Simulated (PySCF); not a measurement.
# [OsO2F3]+: how settings move a single point

Aim: repeat the single point on relaxed [OsO2F3]+ with altered settings, some of them bad on purpose. It is a constructed species; whether it can be made isn't addressed.

The runs use PySCF 2.14.0; r2SCAN, Os def2-SVP with ECP60, O def2-SVP, F def2-SVP; scalar-relativistic core potentials, no spin–orbit coupling.

3 further runs of the same task are left out: 2 for a known fault of the program, 1 set aside as unsound or not needed.

### 1 The system as given

6 atoms, charge 1, spin multiplicity 1.

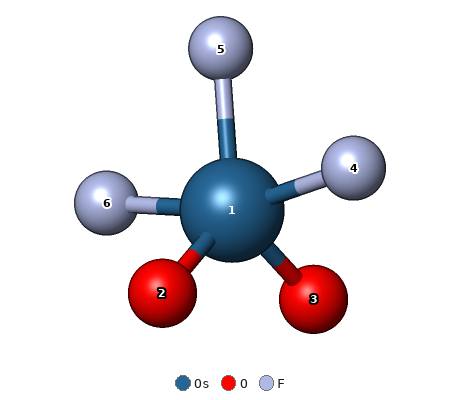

The geometry (osmium blue, oxygen red, fluorine light blue); atoms are numbered from 1 in the order of the file.

Geometry (Å):

```
Os    0.0580    0.0000    0.0458
O     0.2044    0.0000    1.7114
O     1.5939    0.0000   -0.6145
F    -0.1851    1.8062   -0.0925
F    -1.5220    0.0000   -0.8951
F    -0.1851   -1.8062   -0.0925
```

Formal oxidation states: Os +8. An earlier session relaxed this geometry at r2SCAN, Os def2-SVP with ECP60, O def2-SVP, F def2-SVP (singlet, point group C2v).

The sound run used a (50, 194) grid (finer on f atoms), a threshold of 1e-8 and at most 55 cycles, and ended at -539.805468 Eh.

### 2 Altered run 1

File run.py (the lines that set the calculation):

```python
mol = gto.M(atom='''
Os     0.05795     0.00000     0.04581
O      0.20441     0.00000     1.71145
O      1.59387     0.00000    -0.61454
F     -0.18509     1.80618    -0.09246
F     -1.52205     0.00000    -0.89509
F     -0.18509    -1.80618    -0.09246''',
    basis={'Os': 'def2-SVP', 'O': 'def2-SVP', 'F': 'def2-SVP'},
    ecp={'Os': 'def2-SVP'},
    charge=1, spin=0)
mf = dft.RKS(mol, xc='R2SCAN')
mf.grids.atom_grid = (30, 86)
mf = mf.density_fit()  # fitting sets: Os def2-universal-JKFIT, O def2-universal-JKFIT, F def2-universal-JKFIT
mf.conv_tol = 1e-08; mf.max_cycle = 55
mf.kernel(dm0)  # dm0: free metal ions and neutral atoms
```

Command:

```bash
OMP_NUM_THREADS=2 python run.py
```

The log of the run:

```text
init E= -545.360764571533
  HOMO = -0.611600766219903  LUMO = -0.460122344865571  gap/eV = 4.12194
cycle= 1 E= -539.600117420903  delta_E= 5.76  |g|= 1.06  |ddm|= 3.41
  HOMO = -0.554830854306741  LUMO = -0.537786726390983  gap/eV = 0.46379
cycle= 2 E= -534.107451402953  delta_E= 5.49  |g|= 4.83  |ddm|=    4
  HOMO = -0.606454171421351  LUMO = -0.545966702164615  gap/eV = 1.64595
cycle= 3 E= -539.526781904149  delta_E= -5.42  |g|= 1.18  |ddm|= 3.78
  HOMO = -0.646967448498687  LUMO = -0.518516220847122  gap/eV = 3.49534
cycle= 4 E= -539.798475193171  delta_E= -0.272  |g|= 0.314  |ddm|= 0.894
  HOMO = -0.623089848275819  LUMO = -0.506632229379132  gap/eV = 3.16897
cycle= 5 E= -539.812621556615  delta_E= -0.0141  |g|= 0.123  |ddm|= 0.246
  HOMO = -0.635048484771064  LUMO = -0.51855440132414  gap/eV = 3.16997
cycle= 6 E= -539.811863907555  delta_E= 0.000758  |g|= 0.128  |ddm|= 0.178
  HOMO = -0.63589093131873  LUMO = -0.518930021348669  gap/eV = 3.18267
cycle= 7 E= -539.815145943591  delta_E= -0.00328  |g|= 0.0243  |ddm|= 0.111
  HOMO = -0.635277634787293  LUMO = -0.518310566375713  gap/eV = 3.18284
cycle= 8 E= -539.814974087826  delta_E= 0.000172  |g|= 0.0376  |ddm|= 0.0368
  HOMO = -0.634981436964794  LUMO = -0.517936834357438  gap/eV = 3.18495
cycle= 9 E= -539.81525723422  delta_E= -0.000283  |g|= 0.00435  |ddm|= 0.0249
  HOMO = -0.635060974334363  LUMO = -0.517942149190791  gap/eV = 3.18697
cycle= 10 E= -539.815260893591  delta_E= -3.66e-06  |g|= 0.000698  |ddm|= 0.00254
  HOMO = -0.635062076969338  LUMO = -0.517956146417016  gap/eV = 3.18661
cycle= 11 E= -539.81526098225  delta_E= -8.87e-08  |g|= 7.21e-05  |ddm|= 0.000432
  HOMO = -0.635059042547907  LUMO = -0.517956965436191  gap/eV = 3.18651
cycle= 12 E= -539.815260983404  delta_E= -1.15e-09  |g|= 5.84e-06  |ddm|= 6.25e-05
  HOMO = -0.635059257648452  LUMO = -0.517956128376992  gap/eV = 3.18654
Extra cycle  E= -539.815260983334  delta_E= 6.99e-11  |g|= 2.11e-05  |ddm|= 1.63e-05
converged SCF energy = -539.815260983334
```

It took 3.5 s on 2 threads of Arm Neoverse V2, shared host.

Changed: the integration grid, to (30, 86). It converges in 12 cycles, -0.266 eV from the sound run, with a largest force component of 0.66 eV/Å. The setting is unsound, so these numbers aren't the compound's.

### 3 Altered run 2

File run.py (the lines that set the calculation):

```python
mol = gto.M(atom='''
Os     0.05795     0.00000     0.04581
O      0.12802     0.00000     0.84273
O      1.59387     0.00000    -0.61454
F     -0.18509     1.80618    -0.09246
F     -1.52205     0.00000    -0.89509
F     -0.18509    -1.80618    -0.09246''',
    basis={'Os': 'def2-SVP', 'O': 'def2-SVP', 'F': 'def2-SVP'},
    ecp={'Os': 'def2-SVP'},
    charge=1, spin=0)
mf = dft.RKS(mol, xc='R2SCAN')
mf.grids.atom_grid = (50, 194)
mf = mf.density_fit()  # fitting sets: Os def2-universal-JKFIT, O def2-universal-JKFIT, F def2-universal-JKFIT
mf.conv_tol = 1e-08; mf.max_cycle = 58
mf.kernel(dm0)  # dm0: free metal ions and neutral atoms
```

Command:

```bash
OMP_NUM_THREADS=2 python run.py
```

The log of the run:

```text
init E= -539.030554604684
  HOMO = -0.584635331783678  LUMO = -0.527307385811351  gap/eV = 1.55997
cycle= 1 E= -533.301685489098  delta_E= 5.73  |g|= 0.829  |ddm|= 4.54
  HOMO = -0.453734882700976  LUMO = -0.430130232569543  gap/eV = 0.64232
cycle= 2 E= -531.531045047588  delta_E= 1.77  |g|= 2.68  |ddm|= 2.98
  HOMO = -0.507510508630205  LUMO = -0.502865773719217  gap/eV = 0.12639
cycle= 3 E= -531.622262101823  delta_E= -0.0912  |g|=  2.5  |ddm|= 2.93
  HOMO = -0.565905125754412  LUMO = -0.530649279712677  gap/eV = 0.95936
cycle= 4 E= -533.364808625632  delta_E= -1.74  |g|= 0.556  |ddm|= 2.34
  HOMO = -0.542206909703559  LUMO = -0.518444381619342  gap/eV = 0.64661
cycle= 5 E= -533.400988763222  delta_E= -0.0362  |g|= 0.36  |ddm|= 0.887
  HOMO = -0.555219083024478  LUMO = -0.532180376405463  gap/eV = 0.62692
cycle= 6 E= -533.423121533667  delta_E= -0.0221  |g|= 0.174  |ddm|= 0.528
  HOMO = -0.556592673739538  LUMO = -0.534417060687337  gap/eV = 0.60343
cycle= 7 E= -533.42914865604  delta_E= -0.00603  |g|= 0.0214  |ddm|= 0.162
  HOMO = -0.5542776744237  LUMO = -0.532471421541438  gap/eV = 0.59338
cycle= 8 E= -533.429218173061  delta_E= -6.95e-05  |g|= 0.00607  |ddm|= 0.0217
  HOMO = -0.554538088048093  LUMO = -0.532671432000707  gap/eV = 0.59502
cycle= 9 E= -533.429225243029  delta_E= -7.07e-06  |g|= 0.00127  |ddm|= 0.00531
  HOMO = -0.554618652014711  LUMO = -0.53273794820007  gap/eV = 0.59540
cycle= 10 E= -533.429225565077  delta_E= -3.22e-07  |g|= 0.00043  |ddm|= 0.00123
  HOMO = -0.554591727568378  LUMO = -0.532705166104495  gap/eV = 0.59556
cycle= 11 E= -533.429225593193  delta_E= -2.81e-08  |g|= 0.000121  |ddm|= 0.000404
  HOMO = -0.554598855932483  LUMO = -0.532713759673802  gap/eV = 0.59552
cycle= 12 E= -533.429225596739  delta_E= -3.55e-09  |g|= 1.43e-05  |ddm|= 0.000128
  HOMO = -0.554596183765838  LUMO = -0.532710606844884  gap/eV = 0.59554
Extra cycle  E= -533.429225595366  delta_E= 1.37e-09  |g|= 7.99e-05  |ddm|= 7.81e-05
converged SCF energy = -533.429225595366
```

Wall time 5.1 s (2 threads of Arm Neoverse V2, shared host).

Changed: one atom's place (atom 2 put 0.8 Å from the metal); the cycle limit is 58. It converges in 12 cycles, +173.506 eV from the sound run, with a largest force component of 957.95 eV/Å. The setting is unsound, so these numbers aren't the compound's.

### 4 Altered run 3

Edit run.py (the lines that set the calculation) of step 3 so:

```diff
@@ -2,3 +2,3 @@
 Os     0.05795     0.00000     0.04581
-O      0.12802     0.00000     0.84273
+O      0.20441     0.00000     1.71145
 O      1.59387     0.00000    -0.61454
@@ -13,3 +13,3 @@
 mf = mf.density_fit()  # fitting sets: Os def2-universal-JKFIT, O def2-universal-JKFIT, F def2-universal-JKFIT
-mf.conv_tol = 1e-08; mf.max_cycle = 58
+mf.conv_tol = 0.001; mf.max_cycle = 55
 mf.kernel(dm0)  # dm0: free metal ions and neutral atoms
```

Command:

```bash
OMP_NUM_THREADS=2 python run.py
```

The log of the run:

```text
init E= -545.351944317025
  HOMO = -0.611591840788206  LUMO = -0.460254251229336  gap/eV = 4.11811
cycle= 1 E= -539.592388470221  delta_E= 5.76  |g|= 1.05  |ddm|= 3.41
  HOMO = -0.55605993443758  LUMO = -0.538967887323993  gap/eV = 0.46510
cycle= 2 E= -534.147011756583  delta_E= 5.45  |g|= 4.82  |ddm|= 3.98
  HOMO = -0.607031294585543  LUMO = -0.54628306728198  gap/eV = 1.65304
cycle= 3 E= -539.516672697653  delta_E= -5.37  |g|= 1.18  |ddm|= 3.77
  HOMO = -0.64708831922802  LUMO = -0.518996976349212  gap/eV = 3.48554
cycle= 4 E= -539.78892452118  delta_E= -0.272  |g|= 0.312  |ddm|= 0.892
  HOMO = -0.623129924488165  LUMO = -0.506911024026682  gap/eV = 3.16248
cycle= 5 E= -539.802986746174  delta_E= -0.0141  |g|= 0.119  |ddm|= 0.242
  HOMO = -0.635286823058988  LUMO = -0.518782878058446  gap/eV = 3.17023
cycle= 6 E= -539.802531262826  delta_E= 0.000455  |g|= 0.119  |ddm|= 0.168
  HOMO = -0.635953423619964  LUMO = -0.51908913958222  gap/eV = 3.18004
cycle= 7 E= -539.805387358177  delta_E= -0.00286  |g|= 0.0206  |ddm|= 0.104
  HOMO = -0.635274802071023  LUMO = -0.518370743517606  gap/eV = 3.18112
cycle= 8 E= -539.805221023912  delta_E= 0.000166  |g|= 0.0348  |ddm|= 0.032
  HOMO = -0.635067038661811  LUMO = -0.518134239029786  gap/eV = 3.18190
cycle= 9 E= -539.805464580191  delta_E= -0.000244  |g|= 0.00428  |ddm|= 0.0231
  HOMO = -0.635577432329384  LUMO = -0.518380227464331  gap/eV = 3.18910
Extra cycle  E= -539.80533957719  delta_E= 0.000125  |g|= 0.0257  |ddm|= 0.0193
converged SCF energy = -539.80533957719
```

It took 4.4 s on 2 threads of Arm Neoverse V2, shared host.

Changed: the SCF threshold (0.001). It converges in 9 cycles, +0.003 eV from the sound run, with a largest force component of 0.09 eV/Å. The result survives the change.

### 5 Altered run 4

File run.py (the lines that set the calculation):

```python
mol = gto.M(atom='''
Os     0.05447     0.00000     0.04306
O      0.19214     0.00000     1.60876
O      1.49824     0.00000    -0.57767
F     -0.17399     1.69781    -0.08691
F     -1.43072     0.00000    -0.84139
F     -0.17399    -1.69781    -0.08691''',
    basis={'Os': 'def2-SVP', 'O': 'def2-SVP', 'F': 'def2-SVP'},
    ecp={'Os': 'def2-SVP'},
    charge=1, spin=0)
mf = dft.RKS(mol, xc='R2SCAN')
mf.grids.atom_grid = (50, 194)
mf = mf.density_fit()  # fitting sets: Os def2-universal-JKFIT, O def2-universal-JKFIT, F def2-universal-JKFIT
mf.conv_tol = 1e-08; mf.max_cycle = 55
mf.kernel(dm0)  # dm0: free metal ions and neutral atoms
```

Command:

```bash
OMP_NUM_THREADS=2 python run.py
```

The log of the run:

```text
init E= -545.670868622776
  HOMO = -0.628394808455855  LUMO = -0.427342142037309  gap/eV = 5.47092
cycle= 1 E= -539.487103196512  delta_E= 6.18  |g|= 1.18  |ddm|= 3.52
  HOMO = -0.538415326499346  LUMO = -0.514604679608199  gap/eV = 0.64792
cycle= 2 E= -534.79355212891  delta_E= 4.69  |g|= 4.74  |ddm|= 4.05
  HOMO = -0.608963421028275  LUMO = -0.504908261585161  gap/eV = 2.83149
cycle= 3 E= -539.596877352996  delta_E= -4.8  |g|= 0.867  |ddm|= 3.62
  HOMO = -0.640136272114081  LUMO = -0.478890110346742  gap/eV = 4.38773
cycle= 4 E= -539.730859747906  delta_E= -0.134  |g|= 0.278  |ddm|= 0.782
  HOMO = -0.639601398911909  LUMO = -0.482035856830966  gap/eV = 4.28758
cycle= 5 E= -539.744457844835  delta_E= -0.0136  |g|= 0.0422  |ddm|= 0.18
  HOMO = -0.643158956705302  LUMO = -0.487220061463523  gap/eV = 4.24331
cycle= 6 E= -539.744585762514  delta_E= -0.000128  |g|= 0.033  |ddm|= 0.0525
  HOMO = -0.642981013837559  LUMO = -0.486953501287936  gap/eV = 4.24572
cycle= 7 E= -539.744736523814  delta_E= -0.000151  |g|= 0.0166  |ddm|= 0.0339
  HOMO = -0.642495860497145  LUMO = -0.486338341236308  gap/eV = 4.24926
cycle= 8 E= -539.744757914061  delta_E= -2.14e-05  |g|= 0.0129  |ddm|= 0.0169
  HOMO = -0.642396148362904  LUMO = -0.486200030024303  gap/eV = 4.25031
cycle= 9 E= -539.744790138763  delta_E= -3.22e-05  |g|= 0.00201  |ddm|= 0.0092
  HOMO = -0.642489659691525  LUMO = -0.486240162475046  gap/eV = 4.25177
cycle= 10 E= -539.744790912689  delta_E= -7.74e-07  |g|= 0.000439  |ddm|= 0.00119
  HOMO = -0.642500114767458  LUMO = -0.486241764927447  gap/eV = 4.25201
cycle= 11 E= -539.74479095064  delta_E= -3.8e-08  |g|= 3.93e-05  |ddm|= 0.000296
  HOMO = -0.642499927904458  LUMO = -0.486242986324217  gap/eV = 4.25197
cycle= 12 E= -539.744790950912  delta_E= -2.72e-10  |g|= 3.04e-06  |ddm|= 2.68e-05
  HOMO = -0.642499445400332  LUMO = -0.486242628833921  gap/eV = 4.25196
Extra cycle  E= -539.744790950899  delta_E= 1.35e-11  |g|= 8.55e-06  |ddm|= 7.77e-06
converged SCF energy = -539.744790950899
```

It took 5.2 s on 2 threads of Arm Neoverse V2, shared host.

Changed: the scale of all coordinates (0.94). It converges in 12 cycles, +1.651 eV from the sound run, with a largest force component of 8.76 eV/Å. The setting is unsound, so these numbers aren't the compound's.

### 6 Altered run 5

File run.py (the lines that set the calculation):

```python
mol = gto.M(atom='''
Os     0.05795     0.00000     0.04581
O      0.20441     0.00000     1.71145
O      1.59387     0.00000    -0.61454
F     -0.18509     1.80618    -0.09246
F     -1.52205     0.00000    -0.89509
F     -0.18509    -1.80618    -0.09246''',
    basis={'Os': 'def2-SVP', 'O': 'def2-SVP', 'F': 'def2-SVP'},
    ecp={'Os': 'def2-SVP'},
    charge=1, spin=12)
mf = dft.UKS(mol, xc='R2SCAN')
mf.grids.atom_grid = (50, 194)
mf = mf.density_fit()  # fitting sets: Os def2-universal-JKFIT, O def2-universal-JKFIT, F def2-universal-JKFIT
mf.conv_tol = 1e-08; mf.max_cycle = 85
mf.kernel(dm0)  # dm0: free metal ions and neutral atoms
```

Command:

```bash
OMP_NUM_THREADS=2 python run.py
```

The log of the run:

```text
init E= -546.154355170367
cycle= 1 E= -536.881725367302  delta_E= 9.27  |g|= 1.76  |ddm|= 3.95
cycle= 2 E= -529.897147597954  delta_E= 6.98  |g|= 4.02  |ddm|= 5.82
cycle= 3 E= -537.260966206108  delta_E= -7.36  |g|= 1.45  |ddm|= 4.93
cycle= 4 E= -535.284545990504  delta_E= 1.98  |g|= 2.31  |ddm|= 2.91
cycle= 5 E= -538.304857120456  delta_E= -3.02  |g|= 0.526  |ddm|= 2.04
cycle= 6 E= -536.822052278219  delta_E= 1.48  |g|= 1.64  |ddm|= 1.84
cycle= 7 E= -538.405405583297  delta_E= -1.58  |g|= 0.358  |ddm|= 1.51
cycle= 8 E= -538.448304262649  delta_E= -0.0429  |g|= 0.216  |ddm|= 0.274
cycle= 9 E= -538.42582557459  delta_E= 0.0225  |g|= 0.297  |ddm|= 0.341
cycle= 10 E= -538.468818025514  delta_E= -0.043  |g|= 0.0974  |ddm|= 0.284
cycle= 11 E= -538.472765677938  delta_E= -0.00395  |g|= 0.0461  |ddm|= 0.101
cycle= 12 E= -538.473652890283  delta_E= -0.000887  |g|= 0.0241  |ddm|= 0.0405
cycle= 13 E= -538.47397246625  delta_E= -0.00032  |g|= 0.0071  |ddm|= 0.032
cycle= 14 E= -538.474013066551  delta_E= -4.06e-05  |g|= 0.00204  |ddm|= 0.0205
cycle= 15 E= -538.474019727981  delta_E= -6.66e-06  |g|= 0.00145  |ddm|= 0.00567
cycle= 16 E= -538.474026865876  delta_E= -7.14e-06  |g|= 0.0013  |ddm|= 0.00623
cycle= 17 E= -538.474044381645  delta_E= -1.75e-05  |g|= 0.00121  |ddm|= 0.0164
cycle= 18 E= -538.474069019683  delta_E= -2.46e-05  |g|= 0.00106  |ddm|= 0.0253
cycle= 19 E= -538.474119548017  delta_E= -5.05e-05  |g|= 0.0024  |ddm|= 0.0714
cycle= 20 E= -538.474128699149  delta_E= -9.15e-06  |g|= 0.00126  |ddm|= 0.0133
cycle= 21 E= -538.474118242914  delta_E= 1.05e-05  |g|= 0.000997  |ddm|= 0.0195
cycle= 22 E= -538.474133697121  delta_E= -1.55e-05  |g|= 0.00144  |ddm|= 0.0297
cycle= 23 E= -538.474125283901  delta_E= 8.41e-06  |g|= 0.0012  |ddm|= 0.0172
cycle= 24 E= -538.474138410748  delta_E= -1.31e-05  |g|= 0.00169  |ddm|= 0.0293
cycle= 25 E= -538.474142268276  delta_E= -3.86e-06  |g|= 0.00153  |ddm|= 0.00799
cycle= 26 E= -538.474146178223  delta_E= -3.91e-06  |g|= 0.00122  |ddm|= 0.00806
cycle= 27 E= -538.47415089422  delta_E= -4.72e-06  |g|= 0.00066  |ddm|= 0.0106
cycle= 28 E= -538.474162754868  delta_E= -1.19e-05  |g|= 0.00156  |ddm|= 0.0653
cycle= 29 E= -538.474163565795  delta_E= -8.11e-07  |g|= 0.000481  |ddm|= 0.0132
cycle= 30 E= -538.474165557843  delta_E= -1.99e-06  |g|= 0.000236  |ddm|= 0.0173
cycle= 31 E= -538.474165986727  delta_E= -4.29e-07  |g|= 0.000516  |ddm|= 0.0104
cycle= 32 E= -538.474166003044  delta_E= -1.63e-08  |g|= 0.000283  |ddm|= 0.0036
cycle= 33 E= -538.474166223822  delta_E= -2.21e-07  |g|= 6.74e-05  |ddm|= 0.0141
cycle= 34 E= -538.474166254607  delta_E= -3.08e-08  |g|= 6.84e-05  |ddm|= 0.00214
cycle= 35 E= -538.47416626714  delta_E= -1.25e-08  |g|= 3.45e-05  |ddm|= 0.00154
cycle= 36 E= -538.474166268043  delta_E= -9.03e-10  |g|= 2.33e-05  |ddm|= 0.000149
Extra cycle  E= -538.474166266938  delta_E= 1.11e-09  |g|= 5.89e-05  |ddm|= 7.58e-05
converged SCF energy = -538.474166266938  <S^2> = 42.019633  2S+1 = 13.00302
```

It took 16 s on 2 threads of Arm Neoverse V2, shared host.

Changed: the spin (12 unpaired electrons); the cycle limit is 85. It converges in 36 cycles, +36.227 eV from the sound run, with a largest force component of 26.09 eV/Å. The setting is unsound, so these numbers aren't the compound's.

### 7 Side by side

| run | changed | ending | energy change (eV) | cycles | time | usable |
| --- | --- | --- | --- | --- | --- | --- |
| 1 | the integration grid | converged | -0.266 | 12 | 3.5 s | no |
| 2 | one atom's place | converged | +173.506 | 12 | 5.1 s | no |
| 3 | the SCF threshold | converged | +0.003 | 9 | 4.4 s | yes |
| 4 | the scale of all coordinates | converged | +1.651 | 12 | 5.2 s | no |
| 5 | the spin | converged | +36.227 | 36 | 16 s | no |

1 of 5 altered runs gives a usable result. 4 ended normally with numbers unfit to quote.
